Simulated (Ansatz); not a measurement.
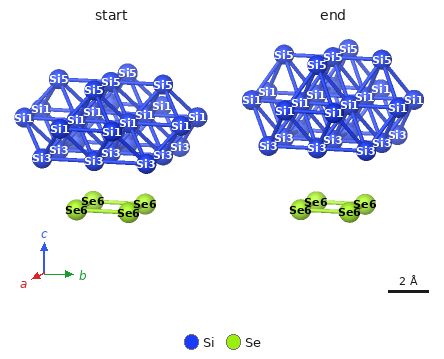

The structure of solid Si₅Se (a generated structure, set up in P4/mmm) before (left) and after (right) a relaxation, at one scale.

A ball-and-stick model of the atoms within 5.0 Å of the atom that moves most (axes of the cell of the calculation), seen slightly off an axis.

Method: DFT PBE, scalar-relativistic, plane waves, PAW (Ansatz 0.2.0). Settings: plane-wave cutoff 420 eV; k-point mesh 14 × 14 × 4; occupations gaussian; smearing width 0.1 eV; no spin polarisation; cell and atoms relaxed; force threshold 0.01 eV/Å; at most 80 steps.

**What changed between the two?**

The largest moves relative to the cell, 0.073 Å, are those of Si3 and Si4. Si3 goes along +c. Se stays in place. Cell: a = b 2.773 → 2.599 Å (−6.3 %), c 12.845 → 15.388 Å (+19.8 %). Volume +5.3 %. Some distances before and after: Si1–Si5 2.677 → 2.866 Å, Si1–Si1 2.773 → 2.599 Å, Se6–Se6 2.773 → 2.599 Å, Si1–Si3 2.666 → 2.773 Å. The space group stays P4/mmm (No. 123). Over 11 accepted moves (14 points after the start) the energy falls by 45.9 meV per atom. Largest force component: 0.13 eV/Å at the start, 0.002 eV/Å at the end. The pressure goes from 0.13 to 0.00 GPa. The line search rejected the trial step at point 5 of the run. The SCF was repeated twice at an unchanged geometry on a basis and grid sized afresh for the cell, which shifted the energy by 1.8 meV per atom at most. Cost: 5.1 min on 1 thread of Arm Neoverse V2, on a shared host, peak memory 0.55 GiB.

Limits of the set-up: layers or molecules are held without a dispersion correction, so their spacing is unreliable.
